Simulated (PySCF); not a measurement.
The calculation's input:

```
{"job": {"kind": "nmr", "xc": "PBE0", "basis": "pcSseg-1"}, "charge": 0, "multiplicity": 1}
C      3.212370     0.093188     0.107757
C      2.009906     0.108340     0.057444
C      0.616525     0.082956     0.007599
C     -0.173923     1.149474    -0.231297
F      0.293479     2.394454    -0.455884
C     -1.607257     0.951637    -0.250246
C     -2.017834    -0.303252    -0.022517
Si    -0.522045    -1.418630     0.254547
H      4.260207     0.099257     0.148323
H     -2.249845     1.798097    -0.441459
H     -3.060481    -0.570177    -0.012786
H     -0.431235    -1.959747     1.609072
H     -0.334255    -2.425110    -0.788280
```

Command:

```sh
OMP_NUM_THREADS=1 python probes_run.py task.json out
```

Geometry: GFN2-xTB.

All numbers below come from PBE0/pcSseg-1, SCF density, gas phase, non-relativistic in PySCF.

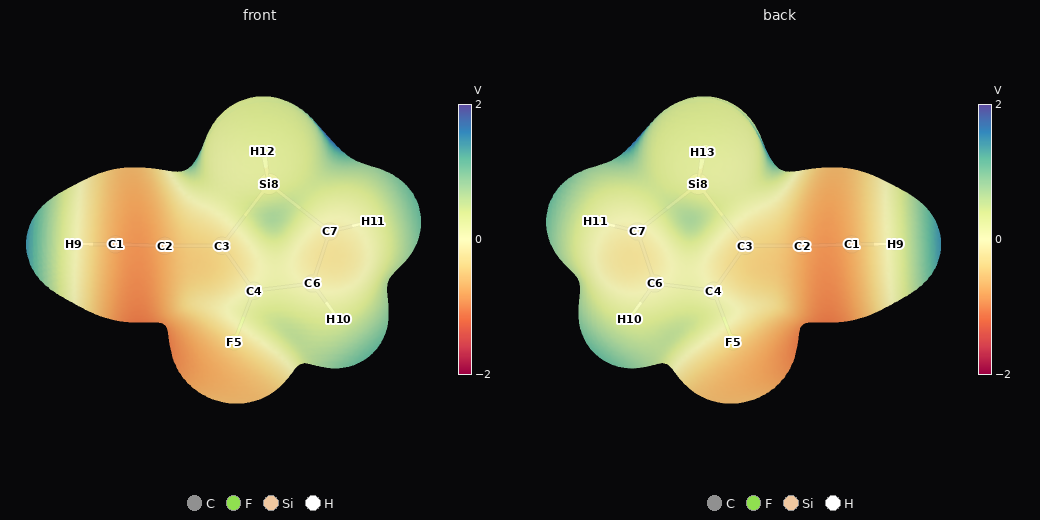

C6H5FSi (SMILES C#CC1=C(F)C=C[SiH2]1). The molecular electrostatic potential painted on the density surface at 0.002 e/bohr³, seen from the front and from behind; red is negative and blue positive.

Question: Describe the electrostatic potential map.

Answer: The most negative region (about −1.1 V) lies over C1, C2 and F5, the most positive (about +1.7 V) over Si8.

Question: How polar is the molecule by this calculation?

Answer: Its dipole moment is 2.16 D.
